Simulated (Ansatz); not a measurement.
# SiGeH4+ (doublet): inputs that go wrong

3 inputs are run for SiGeH4+ (doublet) as typed; the log has to tell whether the result can be used and what must change.

Computed with Ansatz 0.2.0, Gaussian basis. Level: the settings change from run to run.

10 further runs of the same task are left out: 3 that didn't finish, 7 set aside as unsound or not needed.

## 1. The system

The geometry is a PBE0/def2-TZVP stationary point (not a proven minimum) of the parent state, kept for this charge and spin. No spin-orbit coupling is included. The filled d shell of Ge may be among the frozen orbitals whatever the setting's name suggests; the logs give the count.

6 atoms, charge 1, spin multiplicity 2.

Atoms are counted from 1 here; the program's logs count them from 0.

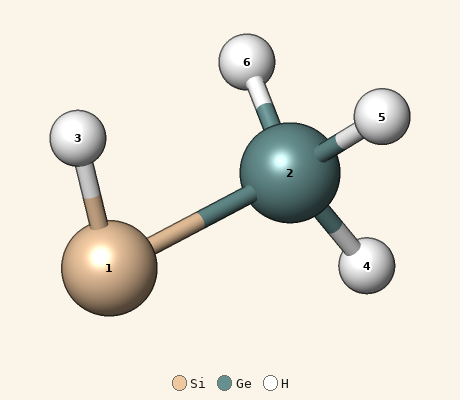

The structure; silicon light orange, germanium teal, hydrogen white; atoms are numbered from 1 in the order of the file.

## 2. Input 1

The input, in.yaml:

```yaml
crystal:
  periodic: [false, false, false]
  atoms:
    - {symbol: Si, position_ang: [-0.000654, -0.093078, 1.769086]}
    - {symbol: Ge, position_ang: [-0.000135, 0.013219, -0.658153]}
    - {symbol: H, position_ang: [0.002033, 1.432640, 1.804104]}
    - {symbol: H, position_ang: [-0.031486, -1.361054, -1.353967]}
    - {symbol: H, position_ang: [1.269853, 0.747832, -1.142672]}
    - {symbol: H, position_ang: [-1.212415, 0.821483, -1.170072]}
basis:
  gaussian: {orbitals: aug-cc-pVDZ}
total_charge: 1
magnetization: {spin_polarized: false, initial_magnetization: 1}
correlation: {active_space: {window: {electrons: 3, orbitals: 3}, places: [1, 2]}}
scf: {lower_state_search: full}
```

On the command line:

```
> ansatz run in.yaml --threads 1 --pin off --events-out ev --progress --plain --max-ram 2393MiB
```

Log:

```text
Error: invalid value for `correlation.active_space`: name one of window, places and ras
```

Run time: 0.03 s. Hardware: 1 thread of Intel Xeon Platinum 8259CL at 2.50GHz, shared host.

**Diagnosis.** The run was refused. The active space is defined twice. Cure: keep one definition.

## 3. Input 2

The input, in.yaml:

```yaml
crystal:
  periodic: [false, false, false]
  atoms:
    - {symbol: Si, position_ang: [-0.000654, -0.093078, 1.769086]}
    - {symbol: Ge, position_ang: [-0.000135, 0.013219, -0.658153]}
    - {symbol: H, position_ang: [0.002033, 1.432640, 1.804104]}
    - {symbol: H, position_ang: [-0.031486, -1.361054, -1.353967]}
    - {symbol: H, position_ang: [1.269853, 0.747832, -1.142672]}
    - {symbol: H, position_ang: [-1.212415, 0.821483, -1.170072]}
basis:
  gaussian: {orbitals: cc-pVDZ, point_charges: [{charge: 1.00, position_ang: [5.144, 0.172, 0.338]}]}
total_charge: 1
correlation: {active_space: {window: {electrons: 3, orbitals: 3}}}
accuracy: high
magnetization: {spin_polarized: true, initial_magnetization: 1}
```

The command is unchanged.

Log:

```text
Error: invalid value for `correlation.active_space`: it starts from restricted Hartree–Fock orbitals; set hamiltonian.xc: hf without magnetization.spin_polarized
```

It took 0.03 s on 1 thread of Intel Xeon Platinum 8259CL at 2.50GHz, shared host.

Diagnosis: The run was refused. An active space is asked on unrestricted orbitals. Cure: drop spin_polarized: true.

## 4. Input 3

The input, in.yaml:

```yaml
crystal:
  periodic: [false, false, false]
  atoms:
    - {symbol: Si, position_ang: [-0.000346, -0.049257, 0.936200]}
    - {symbol: Ge, position_ang: [-0.000071, 0.006995, -0.348295]}
    - {symbol: H, position_ang: [0.001076, 0.758153, 0.954732]}
    - {symbol: H, position_ang: [-0.016662, -0.720270, -0.716519]}
    - {symbol: H, position_ang: [0.672006, 0.395753, -0.604702]}
    - {symbol: H, position_ang: [-0.641610, 0.434729, -0.619202]}
basis:
  gaussian: {orbitals: STO-3G}
total_charge: 1
magnetization: {spin_polarized: false, initial_magnetization: 1}
correlation: {method: bccd_t, electrons: valence}
output: {forces: true}
```

Same command.

Log, shortened:

```text
Functional definition: HF
  name "HF"
  cite "Fock, Z. Phys. 61, 126 (1930) doi:10.1007/BF01340294"
  parent pbe
[...]
336 factors; integrals over basis functions are off by at most 5.7e-5 eV
[...]
mean field -63574.93507318 eV, -2336.3357713007 hartree, gradient 1.2e-6 eV, S^2 0.750000; 1 other end points of the search recorded, 0 dependent functions left out
determinant -63574.93507318 eV, -2336.3357713007 hartree, with singles and doubles -63577.58411890 eV, -2336.4331219352 hartree
determinant -63572.84604217 eV, -2336.2590008270 hartree, with singles and doubles -63575.45249578 eV, -2336.3547862305 hartree
14 core orbitals not correlated: weight in the atoms' cores, before any rotation towards them, 0.998 or more for the frozen orbitals, at most 0.002 for the correlated occupied ones
reference -63574.93507318 eV, -2336.3357713007 hartree; 11, 10 occupied and 6, 7 virtual orbitals, 336 factors
second order -2.24213530 eV of doubles, -0.01533686 eV of singles
cycle   1  -2.64380463 eV  change    5.2e-3 eV  update   4.4e-3
[...]
cycle  11  -2.64109269 eV  change    2.1e-7 eV  update   6.5e-7
perturbative correction -0.08535277 eV, -0.0031366566 hartree
[...]
Total energy: -63577.66151865 eV, -2336.4359663235 hartree
Atom 0 at    -0.000346    -0.049257     0.936200 Å, force    -0.155216   -71.686592   112.820997 eV/Å
Atom 1 at    -0.000071     0.006995    -0.348295 Å, force    -0.741496    -6.734226   -48.886607 eV/Å
Atom 2 at     0.001076     0.758153     0.954732 Å, force     0.191608    74.403868    12.124624 eV/Å
Atom 3 at    -0.016662    -0.720270    -0.716519 Å, force    -1.416786   -62.348808   -34.012426 eV/Å
Atom 4 at     0.672006     0.395753    -0.604702 Å, force    53.130807    31.559115   -20.366801 eV/Å
Atom 5 at    -0.641610     0.434729    -0.619202 Å, force   -51.008917    34.806644   -21.679788 eV/Å
Dipole moment:     0.006864     0.027201     0.524853 e Å
```

Wall time 2.3 s (1 thread of Intel Xeon Platinum 8259CL at 2.50GHz, shared host).

Diagnosis: The run converged, which proves nothing about the input. The coordinates are scaled by the bohr-ångström factor. The shortest distance is 0.81 Å, against 1.53 Å in the geometry of step 1. Its energy belongs to another geometry. To mend it, restore the coordinates in ångström.

## 5. Summary

| input | level | ended | cause | time |
| --- | --- | --- | --- | --- |
| 1 | CASSCF(3,3)/aug-cc-pVDZ | refused | the active space is defined twice | 0.03 s |
| 2 | CASSCF(3,3)/cc-pVDZ | refused | an active space is asked on unrestricted orbitals | 0.03 s |
| 3 | BCCD(T) on ROHF/STO-3G | converged | the coordinates are scaled by the bohr-ångström factor | 2.3 s |

2 refused, 1 converged. The input that converges on a wrong geometry or spin is the dangerous one: no error points at it, so geometry and ⟨S²⟩ have to be checked.
